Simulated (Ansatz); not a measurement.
**BClH···Cl2 (doublet): density, localisation and related maps**

The calculation's input:

```
crystal:
  periodic: [false, false, false]
  atoms:
    - { symbol: B, position_ang: [0.0, 0.0, 0.0] }
    - { symbol: Cl, position_ang: [0.0, 0.0, 2.11] }
    - { symbol: Cl, position_ang: [1.6108, 0.0, -0.93] }
    - { symbol: H, position_ang: [-1.0305, 0.0, -0.595] }
    - { symbol: Cl, position_ang: [0.0, 0.0, 4.45] }
magnetization:
  spin_polarized: true
  initial_magnetization: 1
basis:
  gaussian: { orbitals: def2-SVP }
hamiltonian:
  xc: hf
relax:
  f_tol: 0.15
  max_steps: 25
  restrain:
    - { distance: [1, 4], at: 2.04, k: 30.0 }
    - { distance: [0, 1], at: 3.06, k: 30.0 }
output:
  orbitals: {}
```

Run with:

```sh
ansatz run input.yaml --threads 1 --pin off --max-ram 2048MiB --backend cpu --events-out ev --progress --plain --runs-dir out
```

The fields are those of the run's last geometry, not of the input's.

Computed with UHF/def2-SVP (Ansatz).

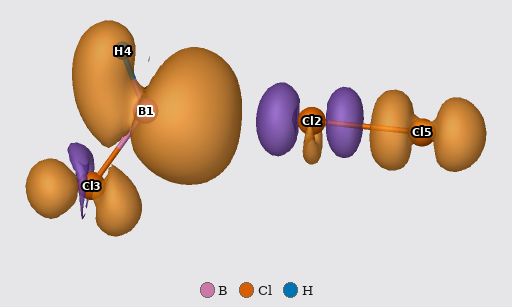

Figure 1. Isosurfaces of the spin density at +0.015 (orange) and −0.015 e/Å³ (purple), seen at a tilt.

Describe the spin distribution.

Answer. The unpaired spin (1 electron) lies mostly on B1 (about 0.8), Cl5 (about 0.1) and Cl3 (about 0.1), in electrons by Hirshfeld's partition.

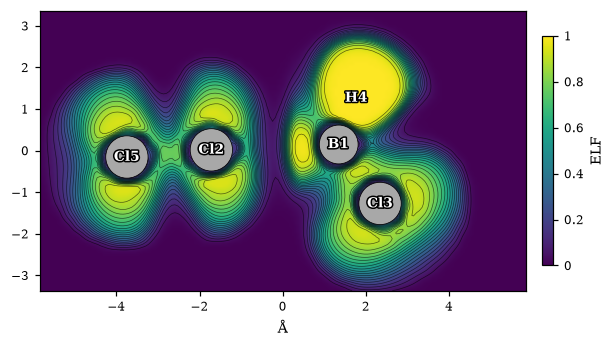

Figure 2. ELF on the molecular plane. Grey discs cover the atomic cores.

Describe what can be read from this map.

Answer.
- The section cuts through B, Cl and H sites.
- B1···Cl2 (3.06 Å): the ELF dips to about 0.05 between them.
- B–Cl (1.73 Å): the ELF peaks at about 0.90 between the atoms, as expected for a polar covalent bond.
- Cl–Cl (2.04 Å): the ELF peaks at about 0.75 between the atoms; localised, covalent bonding.
- B–H (1.19 Å): the ELF climbs to about 1 towards the hydrogen, as it does in any bond to H (an ordinary covalent bond to hydrogen).
- The ELF also peaks beside Cl3, Cl5 and Cl2, away from the bonds: non-bonding electrons, paired or unpaired.

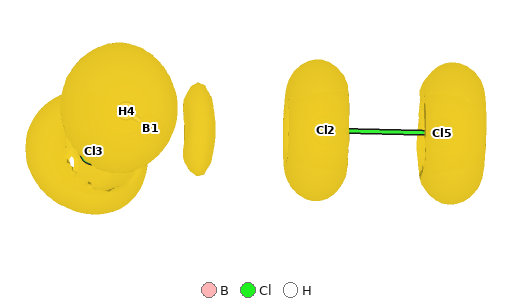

Figure 3. Isosurface of the ELF at 0.85 (yellow), seen from one side. Only the valence region is drawn (cores and ρ < 0.01 e/Å³ removed).

What do the ELF domains correspond to?

Answer. At this value the surface marks out one region between bonded B–Cl atoms (shared pairs), one region around a hydrogen nucleus, one ring or bowl of non-bonding electrons around Cl, one lobe on B, pointing away from the bonds (non-bonding electrons) and two regions wrapped around Cl (its lone pairs, merged into a ring or cap).
